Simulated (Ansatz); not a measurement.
**CH₅GaO: a spread of methods and bases**

Aim: run CH₅GaO under a spread of inputs, and see what each costs and gives.

The runs use Ansatz 0.2.0, Gaussian basis; the settings change from run to run.

### 1 The molecule

The structure was relaxed beforehand with PBE0-D4 in a triple-zeta def2 set.

SMILES `O[CH2][GaH2]`, 8 atoms, charge 0, spin multiplicity 1.

Atoms are counted from 1 here; the program's logs count them from 0.

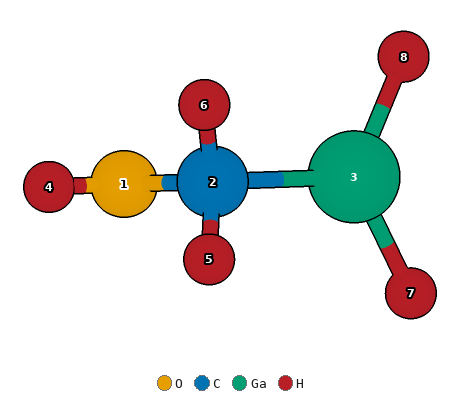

The geometry (oxygen amber, carbon blue, gallium teal, hydrogen red); atoms are numbered from 1 in the order of the file.

Coordinates:

```xyz
8
charge 0, multiplicity 1
O    -0.9727    0.1874   -1.0748
C    -0.1188    0.6953   -0.0449
Ga    0.6711   -1.0084    0.6254
H    -1.4353    0.9166   -1.4950
H    -0.6917    1.2278    0.7232
H     0.6334    1.3814   -0.4511
H    -0.0590   -1.8168    1.7583
H     1.9730   -1.5834   -0.0411
```

### 2 RPA/def2-SVP

File in.yaml:

```yaml
crystal:
  periodic: [false, false, false]
  atoms:
    - {symbol: O, position_ang: [-0.972656, 0.187385, -1.074828]}
    - {symbol: C, position_ang: [-0.118846, 0.695334, -0.044866]}
    - {symbol: Ga, position_ang: [0.671067, -1.008385, 0.625381]}
    - {symbol: H, position_ang: [-1.435292, 0.916642, -1.494959]}
    - {symbol: H, position_ang: [-0.691682, 1.227783, 0.723222]}
    - {symbol: H, position_ang: [0.633410, 1.381409, -0.451107]}
    - {symbol: H, position_ang: [-0.058999, -1.816774, 1.758306]}
    - {symbol: H, position_ang: [1.972999, -1.583394, -0.041149]}
basis:
  gaussian: {orbitals: def2-SVP}
hamiltonian: {xc: {name: r2SCAN}}
correlation: {method: rpa}
```

Command:

```bash
$ ansatz run in.yaml --threads 2 --pin off --events-out ev --progress --plain --max-ram 4352MiB
```

What it wrote:

```text
Functional definition: r2SCAN
  name "r2SCAN"
  cite "Furness, Kaplan, Ning, Perdew & Sun, J. Phys. Chem. Lett. 11, 8208 (2020) doi:10.1021/acs.jpclett.0c02405"
  cite "Furness, Kaplan, Ning, Perdew & Sun, J. Phys. Chem. Lett. 11, 9248 (2020) doi:10.1021/acs.jpclett.0c03077"
  parent r2scan
  parameter k0 = 0.174
  parameter k1 = 0.065
  parameter a1 = 4.9479
  exchange = r2scan_x(k0 = k0, k1 = k1, a1 = a1)
  correlation = r2scan_c
857 factors; integrals over basis functions are off by at most 1.1e-3 eV
mean field evaluation 1: about -55525.4471 eV, gradient 5.4e1 eV
mean field evaluation 2: about -55525.4414 eV, gradient 5.4e1 eV
mean field evaluation 4: about -55528.8949 eV, gradient 3.3e1 eV
mean field evaluation 8: about -55531.2089 eV, gradient 3.5e-1 eV
mean field evaluation 16: about -55531.2073 eV, gradient 5.9e-5 eV
mean field -55531.20725423 eV, -2040.7342261889 hartree, gradient 5.8e-6 eV, S^2 0.000000; 0 other end points of the search recorded, 0 dependent functions left out
11 core orbitals not correlated: weight in the atoms' cores, before any rotation towards them, 1.000 or more for the frozen orbitals, at most 0.000 for the correlated occupied ones
reference -55469.87307934 eV, -2038.4802368355 hartree; 14, 14 occupied and 60, 60 virtual orbitals, 857 factors
Total energy: -55492.17752627 eV, -2039.2999101417 hartree
```

It took 2 s on 2 threads of Intel Xeon Platinum 8488C, shared host.

### 3 SVWN5/cc-pVTZ

Changes to in.yaml since step 2:

```diff
@@ -12,4 +12,3 @@
 basis:
-  gaussian: {orbitals: def2-SVP}
-hamiltonian: {xc: {name: r2SCAN}}
-correlation: {method: rpa}
+  gaussian: {orbitals: cc-pVTZ}
+hamiltonian: {xc: {name: SVWN5}}
```

Same command.

What it wrote:

```text
Functional definition: SVWN5
  name "SVWN5"
  cite "Dirac, Proc. Camb. Phil. Soc. 26, 376 (1930) doi:10.1017/S0305004100016108"
  cite "Slater, Phys. Rev. 81, 385 (1951) doi:10.1103/PhysRev.81.385"
  cite "Vosko, Wilk & Nusair, Can. J. Phys. 58, 1200 (1980) doi:10.1139/p80-159"
  exchange = slater_x
  correlation = vwn5_c
994 factors; their error is unknown
mean field evaluation 1: about -55427.6871 eV, gradient 7.1e1 eV
mean field evaluation 2: about -55350.9050 eV, gradient 1.6e2 eV
mean field evaluation 4: about -55436.5396 eV, gradient 1.4e1 eV
mean field evaluation 8: about -55437.1179 eV, gradient 6.3e-2 eV
mean field evaluation 16: about -55437.0974 eV, gradient 2.7e-5 eV
mean field -55437.09738850 eV, -2037.2757524133 hartree, gradient 2.7e-5 eV, S^2 0.000000; 0 other end points of the search recorded, 0 dependent functions left out
reference -55437.09743188 eV, -2037.2757540073 hartree; 25, 25 occupied and 148, 148 virtual orbitals, 994 factors
Total energy: -55437.09743188 eV, -2037.2757540073 hartree
```

Run time: 0.75 s. Hardware: 2 threads of Intel Xeon Platinum 8488C, shared host.

### 4 r2SCANh/aug-pcseg-2

Options: multiplicity 3, atoms shaken by 0.08 Å, D3(BJ) dispersion.

File in.yaml:

```yaml
crystal:
  periodic: [false, false, false]
  atoms:
    - {symbol: O, position_ang: [-0.897587, 0.247424, -0.998286]}
    - {symbol: C, position_ang: [-0.163011, 0.679305, 0.126213]}
    - {symbol: Ga, position_ang: [0.606697, -0.986453, 0.699960]}
    - {symbol: H, position_ang: [-1.389888, 0.949422, -1.551016]}
    - {symbol: H, position_ang: [-0.650677, 1.188757, 0.690006]}
    - {symbol: H, position_ang: [0.689501, 1.455957, -0.380706]}
    - {symbol: H, position_ang: [0.017436, -1.873681, 1.693416]}
    - {symbol: H, position_ang: [2.043559, -1.590227, -0.025338]}
basis:
  gaussian: {orbitals: aug-pcseg-2}
magnetization: {spin_polarized: true, initial_magnetization: 2}
hamiltonian: {xc: {name: r2SCANh}, dispersion: d3bj}
```

Launched as before.

What it wrote, cut to the lines that bear on the results:

```text
Warning: the engine holds no damping parameters fitted to this dispersion correction and functional, so the run takes those fitted to r2scanh beside the three-body term, which d3bj leaves out (hamiltonian.dispersion, under Limitations)
Functional definition: r2SCANh
  name "r2SCANh"
  cite "Bursch, Neugebauer, Ehlert & Grimme, J. Chem. Phys. 156, 134105 (2022) doi:10.1063/5.0086040"
  cite "Furness, Kaplan, Ning, Perdew & Sun, J. Phys. Chem. Lett. 11, 8208 (2020) doi:10.1021/acs.jpclett.0c02405"
  cite "Furness, Kaplan, Ning, Perdew & Sun, J. Phys. Chem. Lett. 11, 9248 (2020) doi:10.1021/acs.jpclett.0c03077"
  parent r2scan
[...]
1155 factors; their error is unknown
[...]
mean field -55536.18332429 eV, -2040.9170933906 hartree, gradient 1.4e-5 eV, S^2 2.010798; 6 other end points of the search recorded, 0 dependent functions left out
reference -55536.18336696 eV, -2040.9170949588 hartree; 26, 24 occupied and 240, 242 virtual orbitals, 1155 factors
Total energy: -55536.21443127 eV, -2040.9182365509 hartree
```

Wall time 62 s (2 threads of Intel Xeon Platinum 8488C, shared host); peak memory 1.4 GiB.

⟨S²⟩ 2.011.

### 5 RPBE/def2-mTZVP

File in.yaml:

```yaml
crystal:
  periodic: [false, false, false]
  atoms:
    - {symbol: O, position_ang: [-0.972656, 0.187385, -1.074828]}
    - {symbol: C, position_ang: [-0.118846, 0.695334, -0.044866]}
    - {symbol: Ga, position_ang: [0.671067, -1.008385, 0.625381]}
    - {symbol: H, position_ang: [-1.435292, 0.916642, -1.494959]}
    - {symbol: H, position_ang: [-0.691682, 1.227783, 0.723222]}
    - {symbol: H, position_ang: [0.633410, 1.381409, -0.451107]}
    - {symbol: H, position_ang: [-0.058999, -1.816774, 1.758306]}
    - {symbol: H, position_ang: [1.972999, -1.583394, -0.041149]}
basis:
  gaussian: {orbitals: def2-mTZVP}
hamiltonian: {xc: {name: RPBE}}
output: {forces: true}
```

Same command.

What it wrote, cut to the lines that bear on the results:

```text
Functional definition: RPBE
  name "RPBE"
  cite "Hammer, Hansen & Nørskov, Phys. Rev. B 59, 7413 (1999) doi:10.1103/PhysRevB.59.7413"
  cite "Perdew, Burke & Ernzerhof, Phys. Rev. Lett. 77, 3865 (1996) doi:10.1103/PhysRevLett.77.3865"
[...]
931 factors; their error is unknown
[...]
mean field -55541.13038947 eV, -2041.0988946827 hartree, gradient 1.7e-5 eV, S^2 0.000000; 0 other end points of the search recorded, 0 dependent functions left out
[...]
reference -55541.13043187 eV, -2041.0988962408 hartree; 25, 25 occupied and 69, 69 virtual orbitals, 931 factors
Total energy: -55541.13043187 eV, -2041.0988962408 hartree
Atom 0 at    -0.972656     0.187385    -1.074828 Å, force    -0.165712    -0.900025    -0.309620 eV/Å
Atom 1 at    -0.118846     0.695334    -0.044866 Å, force     0.203110     0.314948     0.270109 eV/Å
Atom 2 at     0.671067    -1.008385     0.625381 Å, force     0.125040    -0.157876     0.120664 eV/Å
Atom 3 at    -1.435292     0.916642    -1.494959 Å, force    -0.367195     0.589919    -0.332311 eV/Å
Atom 4 at    -0.691682     1.227783     0.723222 Å, force    -0.133387     0.191649     0.250564 eV/Å
Atom 5 at     0.633410     1.381409    -0.451107 Å, force     0.237181     0.234469    -0.077553 eV/Å
Atom 6 at    -0.058999    -1.816774     1.758306 Å, force    -0.132111    -0.157408     0.200762 eV/Å
Atom 7 at     1.972999    -1.583394    -0.041149 Å, force     0.233073    -0.115676    -0.122614 eV/Å
Dipole moment:    -0.030312     0.399091     0.020006 e Å
```

Wall time 0.9 s (2 threads of Intel Xeon Platinum 8488C, shared host).

Largest force 0.966 eV/Å, dipole 1.92 D.

### 6 revPBE0/cc-pVTZ

Set apart from the defaults: atoms shaken by 0.03 Å.

File in.yaml:

```yaml
crystal:
  periodic: [false, false, false]
  atoms:
    - {symbol: O, position_ang: [-0.935555, 0.184903, -1.014310]}
    - {symbol: C, position_ang: [-0.119859, 0.677433, -0.112451]}
    - {symbol: Ga, position_ang: [0.703409, -1.033349, 0.634948]}
    - {symbol: H, position_ang: [-1.437031, 0.874688, -1.497348]}
    - {symbol: H, position_ang: [-0.681580, 1.210283, 0.696990]}
    - {symbol: H, position_ang: [0.591343, 1.345013, -0.437415]}
    - {symbol: H, position_ang: [-0.042725, -1.861157, 1.756051]}
    - {symbol: H, position_ang: [1.935305, -1.599348, -0.093497]}
basis:
  gaussian: {orbitals: cc-pVTZ}
hamiltonian: {xc: {name: revPBE0}}
```

Same command.

What it wrote, cut to the lines that bear on the results:

```text
Functional definition: revPBE0
  name "revPBE0"
  cite "Zhang & Yang, Phys. Rev. Lett. 80, 890 (1998) doi:10.1103/PhysRevLett.80.890"
  cite "Adamo & Barone, J. Chem. Phys. 110, 6158 (1999) doi:10.1063/1.478522"
  cite "Perdew, Burke & Ernzerhof, Phys. Rev. Lett. 77, 3865 (1996) doi:10.1103/PhysRevLett.77.3865"
[...]
1040 factors; their error is unknown
[...]
mean field -55538.96053606 eV, -2041.0191540407 hartree, gradient 4.9e-5 eV, S^2 0.000000; 0 other end points of the search recorded, 0 dependent functions left out
reference -55538.96057933 eV, -2041.0191556309 hartree; 25, 25 occupied and 148, 148 virtual orbitals, 1040 factors
Total energy: -55538.96057933 eV, -2041.0191556309 hartree
```

It took 1.8 s on 2 threads of Intel Xeon Platinum 8488C, shared host.

### 7 B3LYP5/def2-TZVP

Options: atoms shaken by 0.15 Å.

File in.yaml:

```yaml
crystal:
  periodic: [false, false, false]
  atoms:
    - {symbol: O, position_ang: [-1.103189, 0.292494, -1.507329]}
    - {symbol: C, position_ang: [-0.065663, 0.557856, -0.175976]}
    - {symbol: Ga, position_ang: [0.531323, -1.028880, 0.701263]}
    - {symbol: H, position_ang: [-1.427882, 0.810495, -1.337820]}
    - {symbol: H, position_ang: [-0.871135, 1.552529, 0.868132]}
    - {symbol: H, position_ang: [0.524392, 1.703021, -0.421319]}
    - {symbol: H, position_ang: [-0.132900, -1.738678, 1.674224]}
    - {symbol: H, position_ang: [1.908254, -1.766120, 0.042561]}
basis:
  gaussian: {orbitals: def2-TZVP}
hamiltonian: {xc: {name: B3LYP5}}
output: {forces: true}
```

Same command.

What it wrote, cut to the lines that bear on the results:

```text
Functional definition: B3LYP5
  name "B3LYP5"
  cite "Stephens, Devlin, Chabalowski & Frisch, J. Phys. Chem. 98, 11623 (1994) doi:10.1021/j100096a001"
  cite "Becke, Phys. Rev. A 38, 3098 (1988) doi:10.1103/PhysRevA.38.3098"
  cite "Lee, Yang & Parr, Phys. Rev. B 37, 785 (1988) doi:10.1103/PhysRevB.37.785"
  cite "Vosko, Wilk & Nusair, Can. J. Phys. 58, 1200 (1980) doi:10.1139/p80-159"
[...]
954 factors; their error is unknown
[...]
mean field -55529.24651356 eV, -2040.6621702983 hartree, gradient 2.6e-5 eV, S^2 0.000000; 0 other end points of the search recorded, 0 dependent functions left out
[...]
reference -55529.24677083 eV, -2040.6621797526 hartree; 25, 25 occupied and 115, 115 virtual orbitals, 954 factors
Total energy: -55529.24677083 eV, -2040.6621797526 hartree
Atom 0 at    -1.103189     0.292494    -1.507329 Å, force    34.301178   -49.249624   -12.073210 eV/Å
Atom 1 at    -0.065663     0.557856    -0.175976 Å, force    -2.351996     7.153089    -1.334369 eV/Å
Atom 2 at     0.531323    -1.028880     0.701263 Å, force     3.319123     0.051027    -3.300677 eV/Å
Atom 3 at    -1.427882     0.810495    -1.337820 Å, force   -32.436691    50.098166    15.291302 eV/Å
Atom 4 at    -0.871135     1.552529     0.868132 Å, force     1.207287    -2.841148    -2.240224 eV/Å
Atom 5 at     0.524392     1.703021    -0.421319 Å, force    -1.068788    -4.116287     0.176662 eV/Å
Atom 6 at    -0.132900    -1.738678     1.674224 Å, force    -2.056517    -1.801957     2.966673 eV/Å
Atom 7 at     1.908254    -1.766120     0.042561 Å, force    -0.913595     0.706734     0.513843 eV/Å
Dipole moment:     0.063577     0.247123     0.429468 e Å
```

Run time: 1.8 s. Hardware: 2 threads of Intel Xeon Platinum 8488C, shared host.

Largest force 61.610 eV/Å, dipole 2.40 D.

### 8 CCSD/x2c-TZVPPall

This run has atoms shaken by 0.08 Å, finite nuclei, the search for lower states set to full.

File in.yaml:

```yaml
crystal:
  periodic: [false, false, false]
  atoms:
    - {symbol: O, position_ang: [-1.070560, 0.133159, -1.142619]}
    - {symbol: C, position_ang: [-0.025380, 0.770876, -0.152596]}
    - {symbol: Ga, position_ang: [0.712660, -0.946736, 0.614077]}
    - {symbol: H, position_ang: [-1.416825, 0.892348, -1.739978]}
    - {symbol: H, position_ang: [-0.700310, 1.015292, 0.647717]}
    - {symbol: H, position_ang: [0.630502, 1.348409, -0.429829]}
    - {symbol: H, position_ang: [-0.108741, -1.861789, 1.727545]}
    - {symbol: H, position_ang: [2.001079, -1.625424, 0.148651]}
basis:
  gaussian: {orbitals: x2c-TZVPPall, nuclear_model: gaussian}
hamiltonian: {xc: {name: HF}}
correlation: {method: ccsd}
scf: {lower_state_search: full}
```

The command is unchanged.

What it wrote, cut to the lines that bear on the results:

```text
Functional definition: HF
  name "HF"
  cite "Fock, Z. Phys. 61, 126 (1930) doi:10.1007/BF01340294"
  parent pbe
[...]
1091 factors; integrals over basis functions are off by at most 7.8e-4 eV
[...]
mean field -55996.82069336 eV, -2057.8452044728 hartree, gradient 1.3e-6 eV, S^2 0.000000; 0 other end points of the search recorded, 0 dependent functions left out
11 core orbitals not correlated: weight in the atoms' cores, before any rotation towards them, 1.000 or more for the frozen orbitals, at most 0.000 for the correlated occupied ones
reference -55996.82069336 eV, -2057.8452044728 hartree; 14, 14 occupied and 155, 155 virtual orbitals, 1091 factors
second order -18.22634476 eV of doubles, -0.00000000 eV of singles
cycle   1  -17.99229890 eV  change    2.3e-1 eV  update   1.1e-1
[...]
cycle   9  -18.69649465 eV  change   -2.4e-5 eV  update   3.3e-5
Total energy: -56015.51718801 eV, -2058.5322879783 hartree
Relativity: scalar
```

Run time: 14 s. Hardware: 2 threads of Intel Xeon Platinum 8488C, shared host; peak memory 1.8 GiB.

T1 0.013.

### 9 PBE0-DH/6-31G

This run has atoms shaken by 0.03 Å, a point charge of 2.00 e beside it, high accuracy, the search for lower states set to light.

File in.yaml:

```yaml
crystal:
  periodic: [false, false, false]
  atoms:
    - {symbol: O, position_ang: [-0.969805, 0.125517, -1.077637]}
    - {symbol: C, position_ang: [-0.070137, 0.723104, -0.024033]}
    - {symbol: Ga, position_ang: [0.673759, -0.987470, 0.634453]}
    - {symbol: H, position_ang: [-1.403259, 0.893095, -1.481476]}
    - {symbol: H, position_ang: [-0.703735, 1.173084, 0.714749]}
    - {symbol: H, position_ang: [0.677812, 1.351727, -0.429268]}
    - {symbol: H, position_ang: [-0.062804, -1.787307, 1.770945]}
    - {symbol: H, position_ang: [1.950648, -1.562923, -0.035360]}
basis:
  gaussian: {orbitals: 6-31G, point_charges: [{charge: 2.00, position_ang: [5.901, 0.982, -0.606]}]}
hamiltonian: {xc: {name: PBE0-DH}}
accuracy: high
scf: {lower_state_search: light}
output: {forces: true}
```

Same command.

What it wrote, cut to the lines that bear on the results:

```text
Functional definition: PBE0-DH
  name "PBE0-DH"
  cite "Brémond & Adamo, J. Chem. Phys. 135, 024106 (2011) doi:10.1063/1.3604569"
  cite "Perdew, Burke & Ernzerhof, Phys. Rev. Lett. 77, 3865 (1996) doi:10.1103/PhysRevLett.77.3865"
[...]
1235 factors; integrals over basis functions are off by at most 5.6e-9 eV
[...]
mean field -55515.88751775 eV, -2040.1712362572 hartree, gradient 2.1e-8 eV, S^2 0.000000; 0 other end points of the search recorded, 0 dependent functions left out
11 core orbitals not correlated: weight in the atoms' cores, before any rotation towards them, 1.000 or more for the frozen orbitals, at most 0.000 for the correlated occupied ones
reference -55515.88752021 eV, -2040.1712363476 hartree; 14, 14 occupied and 32, 32 virtual orbitals, 1235 factors
second order -14.31019749 eV of doubles, -0.00000000 eV of singles
[...]
Total energy: -55517.67629490 eV, -2040.2369726049 hartree
Atom 0 at    -0.969805     0.125517    -1.077637 Å, force     1.247517     0.873835     0.692853 eV/Å
Atom 1 at    -0.070137     0.723104    -0.024033 Å, force    -0.878978    -2.217506    -0.024163 eV/Å
Atom 2 at     0.673759    -0.987470     0.634453 Å, force    -1.203225    -0.103689     0.298815 eV/Å
Atom 3 at    -1.403259     0.893095    -1.481476 Å, force    -0.484998    -0.326763    -0.369766 eV/Å
Atom 4 at    -0.703735     1.173084     0.714749 Å, force    -0.038747     0.648995     0.408431 eV/Å
Atom 5 at     0.677812     1.351727    -0.429268 Å, force     0.519935     1.123073    -0.589925 eV/Å
Atom 6 at    -0.062804    -1.787307     1.770945 Å, force     0.215903     0.082887    -0.186219 eV/Å
Atom 7 at     1.950648    -1.562923    -0.035360 Å, force     0.683992     0.025550    -0.192228 eV/Å
Dipole moment:    -0.257356     0.477184     0.158493 e Å
```

Run time: 6 s. Hardware: 2 threads of Intel Xeon Platinum 8488C, shared host.

Largest force 2.385 eV/Å, dipole 2.71 D.

### 10 BLYP/def2-TZVP

Options: unrestricted orbitals, a grid of angular degree 11, D3(BJ) dispersion.

File in.yaml:

```yaml
crystal:
  periodic: [false, false, false]
  atoms:
    - {symbol: O, position_ang: [-0.972656, 0.187385, -1.074828]}
    - {symbol: C, position_ang: [-0.118846, 0.695334, -0.044866]}
    - {symbol: Ga, position_ang: [0.671067, -1.008385, 0.625381]}
    - {symbol: H, position_ang: [-1.435292, 0.916642, -1.494959]}
    - {symbol: H, position_ang: [-0.691682, 1.227783, 0.723222]}
    - {symbol: H, position_ang: [0.633410, 1.381409, -0.451107]}
    - {symbol: H, position_ang: [-0.058999, -1.816774, 1.758306]}
    - {symbol: H, position_ang: [1.972999, -1.583394, -0.041149]}
basis:
  gaussian: {orbitals: def2-TZVP, final_grid: {core_spheres: 5, valence_spheres: 4, degree: 11}}
magnetization: {spin_polarized: true, initial_magnetization: 0}
hamiltonian: {xc: {name: BLYP}, dispersion: d3bj}
output: {forces: true}
```

The command is unchanged.

What it wrote, cut to the lines that bear on the results:

```text
Functional definition: BLYP
  name "BLYP"
  cite "Becke, Phys. Rev. A 38, 3098 (1988) doi:10.1103/PhysRevA.38.3098"
  cite "Lee, Yang & Parr, Phys. Rev. B 37, 785 (1988) doi:10.1103/PhysRevB.37.785"
[...]
919 factors; their error is unknown
[...]
mean field -55544.58082302 eV, -2041.2256957767 hartree, gradient 8.3e-6 eV, S^2 0.000000; 0 other end points of the search recorded, 0 dependent functions left out
[...]
reference -55544.58122294 eV, -2041.2257104735 hartree; 25, 25 occupied and 115, 115 virtual orbitals, 919 factors
Total energy: -55544.81940761 eV, -2041.2344635989 hartree
Atom 0 at    -0.972656     0.187385    -1.074828 Å, force    -0.232811    -0.804872    -0.373770 eV/Å
Atom 1 at    -0.118846     0.695334    -0.044866 Å, force     0.401345     0.291499     0.490783 eV/Å
Atom 2 at     0.671067    -1.008385     0.625381 Å, force     0.128925    -0.119046     0.130598 eV/Å
Atom 3 at    -1.435292     0.916642    -1.494959 Å, force    -0.319560     0.511721    -0.287837 eV/Å
Atom 4 at    -0.691682     1.227783     0.723222 Å, force    -0.126631     0.100871     0.142252 eV/Å
Atom 5 at     0.633410     1.381409    -0.451107 Å, force     0.141522     0.131791    -0.095338 eV/Å
Atom 6 at    -0.058999    -1.816774     1.758306 Å, force    -0.084305    -0.066009     0.074241 eV/Å
Atom 7 at     1.972999    -1.583394    -0.041149 Å, force     0.091515    -0.045954    -0.080928 eV/Å
Dipole moment:    -0.035905     0.408046     0.014912 e Å
```

Run time: 1.2 s. Hardware: 2 threads of Intel Xeon Platinum 8488C, shared host.

Largest force 0.917 eV/Å, dipole 1.97 D, ⟨S²⟩ 0.000.

### 11 All runs side by side

```csv
level,charge,multiplicity,geometry,functions,energy (eV),time
RPA/def2-SVP,0,1,relaxed,85,-55492.178,2 s
SVWN5/cc-pVTZ,0,1,relaxed,173,-55437.097,0.75 s
r2SCANh/aug-pcseg-2,0,3,shaken,266,-55536.214,62 s
RPBE/def2-mTZVP,0,1,relaxed,94,-55541.130,0.9 s
revPBE0/cc-pVTZ,0,1,shaken,173,-55538.961,1.8 s
B3LYP5/def2-TZVP,0,1,shaken,140,-55529.247,1.8 s
CCSD/x2c-TZVPPall,0,1,shaken,180,-56015.517,14 s
PBE0-DH/6-31G,0,1,"shaken, point charge",57,-55517.676,6 s
BLYP/def2-TZVP,0,1,relaxed,140,-55544.819,1.2 s
```

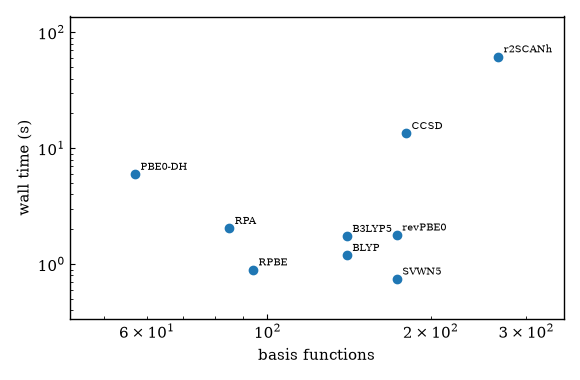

Wall time against the number of basis functions (shared host).

### 12 Summary of results

| quantity | value |
| --- | --- |
| runs | 9 |
| quickest | SVWN5/cc-pVTZ, 0.75 s |
| slowest | r2SCANh/aug-pcseg-2, 62 s |
| spread of total energies, same state and geometry | 107.7 eV |
| dipole, same state and geometry | 1.92 to 1.97 D |

Run time spans a factor of 83, from SVWN5/cc-pVTZ to r2SCANh/aug-pcseg-2. The jobs differ in tasks and options as well as level. The totals spread over 108 eV; they can't be compared across methods or bases. At the PBE0-D4/def2-TZVP geometry and in the same state, runs without warnings or point charges leave forces up to 0.97 eV/Å (RPBE/def2-mTZVP), against 61.6 eV/Å where the atoms were moved.
